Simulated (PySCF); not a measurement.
Scan of H2F (cation, charge +1), singlet: map of symmetric stretch and bend. Scanned: F-H bond length and H-F-H angle.

Cartesian coordinates as functions of the variables (Å; names that start with a are angles):
```
F  0  0  0
H  r*sin(a/2)  0  r*cos(a/2)
H  -r*sin(a/2)  0  r*cos(a/2)
```

Level of theory: restricted B3LYP/6-31G*, spherical d (PySCF 2.14.0).

Energy in kcal/mol above the lowest grid point; x is the F-H bond length (Å), y the H-F-H angle (°).

```
y \ x   0.82  0.87  0.92  0.95  1.01  1.07  1.10  1.16  1.19  1.26  1.30
------  ----  ----  ----  ----  ----  ----  ----  ----  ----  ----  ----
180     53.9  33.3  22.6  19.7  19.6  24.9  28.9  38.9  44.5  58.6  67.0
171.40  53.3  32.6  21.9  19.0  18.9  24.2  28.2  38.1  43.7  57.8  66.2
161.82  51.2  30.4  19.6  16.7  16.5  21.8  25.8  35.7  41.3  55.4  63.8
152.44  48.1  27.2  16.2  13.2  13.0  18.2  22.3  32.2  37.8  51.9  60.4
138.04  42.7  21.4  10.2   7.1   6.8  12.0  16.0  26.0  31.7  46.0  54.6
127.80  39.5  17.9   6.5   3.3   2.9   8.1  12.1  22.2  27.9  42.4  51.1
118.64  38.1  16.1   4.5   1.2   0.6   5.7   9.8  19.8  25.6  40.2  48.9
110.09  38.5  16.2   4.3   0.8   0.0   5.0   9.0  19.0  24.8  39.3  48.1
101.39  41.2  18.4   6.1   2.5   1.3   6.0   9.9  19.8  25.5  40.0  48.7
89.01   50.3  26.5  13.3   9.2   7.3  11.4  15.0  24.4  29.8  43.9  52.4
77.55   65.5  40.2  25.8  21.0  17.9  21.0  24.2  32.8  37.9  51.2  59.4
70      80.0  53.4  37.7  32.3  28.1  30.2  32.9  40.7  45.5  58.1  65.9
```

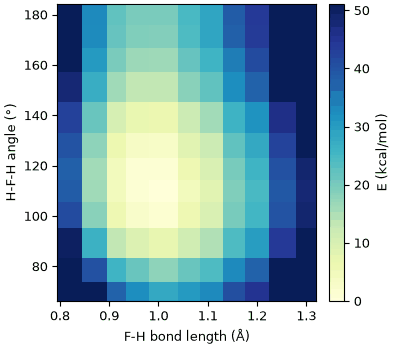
*Energy surface, cut off at 51 kcal/mol.*

Points that lie below all their neighbours on the grid: x = 1.01, y = 110.09 (0.0 kcal/mol).
